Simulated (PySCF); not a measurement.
# Tc¹⁷⁺, Ru¹⁸⁺: ionisation energies with spin-orbit coupling

Each state of these ions is computed at each level; their differences give the ionisation energy. How far do the methods differ?

Program: PySCF 2.14.0. Level of theory: two-component X2C-1e, generalised determinants. These are calculated values, not measurements, unless marked.

## 1. What is computed

| Property | Result |
| --- | --- |
| Elements | technetium (Z = 43), ruthenium (Z = 44) |
| Basis | one for each species, given in its step |
| Hamiltonian | two-component X2C-1e, Gaussian nucleus, no Breit or QED terms; spin-orbit coupling, run by run: off; screened by Boettger's factors |
| Core shells frozen in the correlated runs | [Ne] (for Tc¹⁷⁺) |
| State 1 | Tc¹⁷⁺: [Ar] 3d8; 3d3/2 filled at m_j = -3/2, -1/2, +1/2, +3/2; 3d5/2 filled at m_j = -1/2, +1/2, +3/2, +5/2 |
| State 2 | Ru¹⁸⁺: [Ar] 3d8; 3d3/2 filled at m_j = -3/2, -1/2, +1/2, +3/2; 3d5/2 filled at m_j = -1/2, +1/2, +3/2, +5/2 |
| Needed too, but not shown | Tc¹⁸⁺ [Ar] 3d7 (4F), Ru¹⁹⁺ [Ar] 3d7 (4F) |
| Methods | GHF, GMP2 |

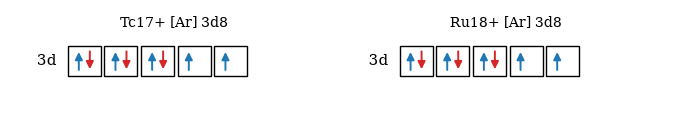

The shells outside the core, filled by Hund's rule for the drawing.

All steps ran in one process of a driver on top of PySCF, which takes the settings above as its task.

It was started by

```
> OMP_NUM_THREADS=1 python sorun2.py TASK.json OUT
```

The integrals over 121 functions and the set-up took 0.84 s of CPU time.

## 2. Tc¹⁷⁺: the ladder of methods

Basis: an even-tempered Gaussian basis (17 s from 1.7 bohr⁻², ratio 2.8; 12 p from 2.2 bohr⁻², ratio 2.8; 8 d from 2.2 bohr⁻², ratio 2.8; 4 f from 10 bohr⁻², ratio 3).

#### GHF (spin-free)

What it wrote:

```text
cycle= 1 E= -4155.9508697776  delta_E= -4.16e+03  |FDS-SDF|= 0.065
cycle= 2 E= -4155.9548664703  delta_E= -0.004  |FDS-SDF|= 0.00444
cycle= 3 E= -4155.9549147737  delta_E= -4.83e-05  |FDS-SDF|= 0.000682
cycle= 4 E= -4155.9549156427  delta_E= -8.69e-07  |FDS-SDF|= 0.00013
cycle= 5 E= -4155.9549156741  delta_E= -3.14e-08  |FDS-SDF|= 4.71e-06
cycle= 6 E= -4155.9549156741  delta_E= -5.55e-11  |FDS-SDF|= 1.57e-07
```

It took 8.1 s on 1 thread of AMD EPYC 7R43, shared host, the integrals not counted.

Occupied spinors (without spin-orbit coupling the j labels only name the start):

```tsv
spinor shell	electrons	mean energy (eV)	weight of the nominal j	rms radius (bohr)
1s1/2	2	-21646.8	1.000	0.0394
2s1/2	2	-3573.0	1.000	0.162
2p1/2	2	-3245.4	0.667	0.144
2p3/2	4	-3241.7	0.833	0.144
3s1/2	2	-1005.6	1.000	0.431
3p3/2	4	-891.20	0.833	0.431
3p1/2	2	-897.20	0.667	0.431
3d5/2	4	-723.49	0.750	0.406
3d3/2	4	-723.00	0.700	0.406
```

M_J = 4, ⟨J²⟩ = 20.001, ⟨L²⟩ = 12.001, ⟨S²⟩ = 2.000.

#### GMP2 (spin-free)

The driver printed no log here.

It took 2.2 s on 1 thread of AMD EPYC 7R43, shared host, the integrals not counted.

With 16 electrons correlated and 76 very high virtual spinors dropped, the MP2 correlation energy is -0.55651 hartree. Largest pairs: 3d3/2-3d5/2 -0.1200, 3d5/2-3p3/2 -0.0846, 3d3/2-3p3/2 -0.0711, 3d3/2-3d3/2 -0.0563, 3d5/2-3d5/2 -0.0485.

#### GHF (screened spin-orbit)

What it wrote:

```text
cycle= 1 E= -4156.5507458597  delta_E= -4.16e+03  |FDS-SDF|= 0.107
cycle= 2 E= -4156.5721637634  delta_E= -0.0214  |FDS-SDF|= 0.0265
cycle= 3 E= -4156.5802769589  delta_E= -0.00811  |FDS-SDF|= 0.0206
cycle= 4 E= -4156.5871301959  delta_E= -0.00685  |FDS-SDF|= 0.0172
cycle= 5 E= -4156.6026169462  delta_E= -0.0155  |FDS-SDF|= 0.00554
cycle= 6 E= -4156.6027851376  delta_E= -0.000168  |FDS-SDF|= 0.00194
cycle= 7 E= -4156.6029420343  delta_E= -0.000157  |FDS-SDF|= 0.000447
cycle= 8 E= -4156.6029422949  delta_E= -2.61e-07  |FDS-SDF|= 2.96e-05
cycle= 9 E= -4156.6029422962  delta_E= -1.34e-09  |FDS-SDF|= 1.65e-07
```

Time after the integrals: 18 s (1 thread of AMD EPYC 7R43, shared host).

The outer occupied spinors:

```tsv
spinor shell	electrons	mean energy (eV)	weight of the nominal j	rms radius (bohr)
2s1/2	2	-3572.5	1.000	0.162
2p1/2	2	-3326.4	1.000	0.141
2p3/2	4	-3203.5	1.000	0.145
3s1/2	2	-1005.4	1.000	0.431
3p1/2	2	-911.97	0.979	0.425
3p3/2	4	-884.22	0.989	0.434
3d3/2	4	-726.35	0.819	0.405
3d5/2	4	-720.54	0.843	0.407
```

M_J = 4, ⟨J²⟩ = 20.001, ⟨L²⟩ = 12.176, ⟨S²⟩ = 1.964. Rows whose weight is well below 1 mix j = l ± 1/2: exchange competes with spin-orbit coupling there.

#### GMP2 (screened spin-orbit)

The driver printed no log here.

It took 0.89 s on 1 thread of AMD EPYC 7R43, shared host, the integrals not counted.

With 16 electrons correlated and 76 very high virtual spinors dropped, the MP2 correlation energy is -0.55640 hartree. Largest pairs: 3d3/2-3d5/2 -0.1341, 3d5/2-3p3/2 -0.0823, 3d3/2-3p3/2 -0.0725, 3d3/2-3d3/2 -0.0468, 3d5/2-3d5/2 -0.0439.

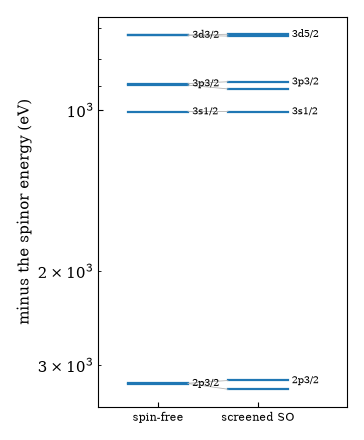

The highest 7 spinor levels of Tc¹⁷⁺ on a logarithmic scale, without and with spin-orbit coupling.

## 3. Ru¹⁸⁺: the ladder of methods

Basis: an uncontracted even-tempered set (17 s from 1.9 bohr⁻², ratio 2.8; 12 p from 2.4 bohr⁻², ratio 2.8; 8 d from 2.4 bohr⁻², ratio 2.8; 4 f from 11 bohr⁻², ratio 3).

#### GHF (spin-free)

What it wrote:

```text
cycle= 1 E= -4381.8918868592  delta_E= -4.38e+03  |FDS-SDF|= 0.0673
cycle= 2 E= -4381.8958982334  delta_E= -0.00401  |FDS-SDF|= 0.00441
cycle= 3 E= -4381.8959426874  delta_E= -4.45e-05  |FDS-SDF|= 0.000644
cycle= 4 E= -4381.8959434140  delta_E= -7.27e-07  |FDS-SDF|= 0.000119
cycle= 5 E= -4381.8959434382  delta_E= -2.42e-08  |FDS-SDF|= 4.16e-06
cycle= 6 E= -4381.8959434382  delta_E= -4e-11  |FDS-SDF|= 1.32e-07
```

It took 7.8 s on 1 thread of AMD EPYC 7R43, shared host, the integrals not counted.

Occupied spinors (without spin-orbit coupling the j labels only name the start):

```tsv
spinor shell	electrons	mean energy (eV)	weight of the nominal j	rms radius (bohr)
1s1/2	2	-22772.2	1.000	0.0384
2s1/2	2	-3802.5	1.000	0.157
2p3/2	4	-3454.3	0.833	0.140
2p1/2	2	-3458.2	0.667	0.140
3s1/2	2	-1089.3	1.000	0.418
3p3/2	4	-969.11	0.833	0.417
3p1/2	2	-975.29	0.667	0.417
3d5/2	4	-794.21	0.750	0.391
3d3/2	4	-793.71	0.700	0.391
```

M_J = 4, ⟨J²⟩ = 20.001, ⟨L²⟩ = 12.001, ⟨S²⟩ = 2.000.

#### GMP2 (spin-free)

The driver printed no log here.

Time after the integrals: 2.1 s (1 thread of AMD EPYC 7R43, shared host).

With 16 electrons correlated and 76 very high virtual spinors dropped, the MP2 correlation energy is -0.55522 hartree. Largest pairs: 3d3/2-3d5/2 -0.1199, 3d5/2-3p3/2 -0.0845, 3d3/2-3p3/2 -0.0709, 3d3/2-3d3/2 -0.0562, 3d5/2-3d5/2 -0.0485.

#### GHF (screened spin-orbit)

What it wrote:

```text
cycle= 1 E= -4382.5935932474  delta_E= -4.38e+03  |FDS-SDF|= 0.111
cycle= 2 E= -4382.6153635150  delta_E= -0.0218  |FDS-SDF|= 0.027
cycle= 3 E= -4382.6236601449  delta_E= -0.0083  |FDS-SDF|= 0.0211
cycle= 4 E= -4382.6308011358  delta_E= -0.00714  |FDS-SDF|= 0.0174
cycle= 5 E= -4382.6456806776  delta_E= -0.0149  |FDS-SDF|= 0.0053
cycle= 6 E= -4382.6458088572  delta_E= -0.000128  |FDS-SDF|= 0.00177
cycle= 7 E= -4382.6459298100  delta_E= -0.000121  |FDS-SDF|= 0.000379
cycle= 8 E= -4382.6459299845  delta_E= -1.74e-07  |FDS-SDF|= 2.32e-05
cycle= 9 E= -4382.6459299852  delta_E= -7.24e-10  |FDS-SDF|= 1.13e-07
```

It took 19 s on 1 thread of AMD EPYC 7R43, shared host, the integrals not counted.

The outer occupied spinors:

```tsv
spinor shell	electrons	mean energy (eV)	weight of the nominal j	rms radius (bohr)
2s1/2	2	-3801.9	1.000	0.157
2p1/2	2	-3548.0	1.000	0.137
2p3/2	4	-3412.1	1.000	0.141
3s1/2	2	-1089.1	1.000	0.418
3p1/2	2	-991.90	0.982	0.411
3p3/2	4	-961.28	0.991	0.420
3d3/2	4	-797.36	0.840	0.390
3d5/2	4	-791.03	0.863	0.392
```

M_J = 4, ⟨J²⟩ = 20.001, ⟨L²⟩ = 12.200, ⟨S²⟩ = 1.959. Rows whose weight is well below 1 mix j = l ± 1/2: exchange competes with spin-orbit coupling there.

#### GMP2 (screened spin-orbit)

This step left no log, only its results.

Time after the integrals: 0.84 s (1 thread of AMD EPYC 7R43, shared host).

With 16 electrons correlated and 76 very high virtual spinors dropped, the MP2 correlation energy is -0.55511 hartree. Largest pairs: 3d3/2-3d5/2 -0.1327, 3d5/2-3p3/2 -0.0824, 3d3/2-3p3/2 -0.0720, 3d3/2-3d3/2 -0.0477, 3d5/2-3d5/2 -0.0444.

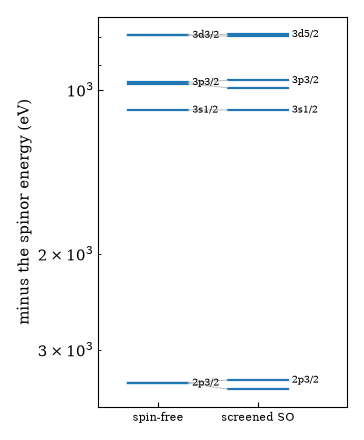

The highest 7 spinor levels of Ru¹⁸⁺ on a logarithmic scale, without and with spin-orbit coupling.

## 4. Differences of total energies

Ionisation energy: Tc¹⁷⁺ [Ar] 3d8 [3d3/2^4 3d5/2^4, M_J = 4] → Tc¹⁸⁺ [Ar] 3d7 [3d3/2^4 3d5/2^3, M_J = 9/2].

```tsv
method	value (eV)	less the reference (eV)
GHF (spin-free)	714.45	+1.45
GMP2 (spin-free)	715.80	+2.80
GHF (screened spin-orbit)	713.75	+0.75
GMP2 (screened spin-orbit)	715.08	+2.08
```

Reference: 713 ± 3 eV (theoretical estimate listed by NIST; NIST Atomic Spectra Database, ionization energies). For this ion Breit and QED terms and the two-electron picture change, all absent here, are large against electron correlation. The spin-free rows have the spin-orbit operator switched off.

Ionisation energy: Ru¹⁸⁺ [Ar] 3d8 [3d3/2^4 3d5/2^4, M_J = 4] → Ru¹⁹⁺ [Ar] 3d7 [3d3/2^4 3d5/2^3, M_J = 9/2].

```tsv
method	value (eV)	less the reference (eV)
GHF (spin-free)	784.96	+0.96
GMP2 (spin-free)	786.30	+2.30
GHF (screened spin-orbit)	784.11	+0.11
GMP2 (screened spin-orbit)	785.43	+1.43
```

Reference: 784 ± 3 eV (theoretical estimate listed by NIST; NIST Atomic Spectra Database, ionization energies). For this ion Breit and QED terms and the two-electron picture change, all absent here, are large against electron correlation. The spin-free rows have the spin-orbit operator switched off.

The differences also use runs on Tc¹⁸⁺ [Ar] 3d7 (4F), Ru¹⁹⁺ [Ar] 3d7 (4F), which are not shown here.

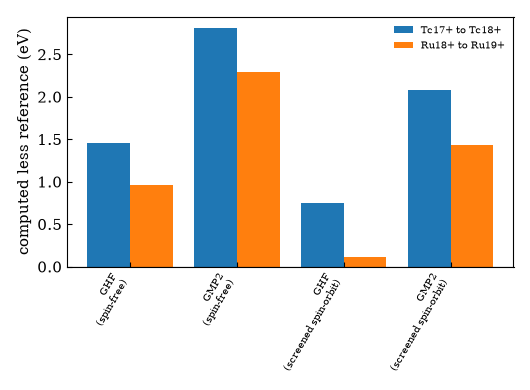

Computed less reference values by method, where the reference is not like for like or is itself uncertain.

## 5. Outcome

| quantity | value |
| --- | --- |
| ionisation energy, Tc¹⁷⁺ | GHF (spin-free) 714.45, GMP2 (screened spin-orbit) 715.08 eV; reference 713 ± 3 |
| ionisation energy, Ru¹⁸⁺ | GHF (spin-free) 784.96, GMP2 (screened spin-orbit) 785.43 eV; reference 784 ± 3 |

In words: For the first difference the methods span 2.059 eV, from GHF (screened spin-orbit) (713.75) to GMP2 (spin-free) (715.80). The reference is uncertain or not like for like (spin-orbit coupling or other relativistic terms), so no ranking of close methods is drawn. Spin-orbit coupling moves the first difference by -0.720 eV at GMP2. All values hold for this basis alone; no basis-set limit was taken.
